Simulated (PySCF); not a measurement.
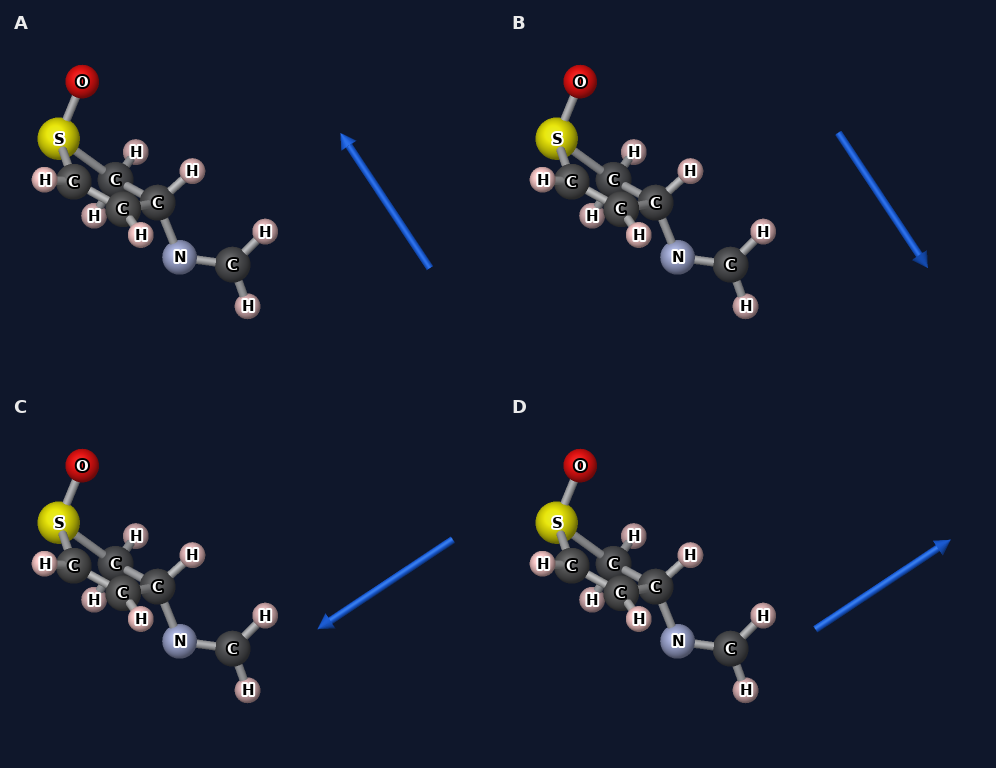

The same molecule four times, each with an arrow. The geometry was computed by an optimisation with GFN2-xTB. No frequency run is at hand to confirm it as a minimum. Method: ωB97X-D/def2-SVPD, gas phase (PySCF 2.14.0).

Which arrow points along the dipole moment, from the negative to the positive end?

B. The dipole moment is 3.98 D.
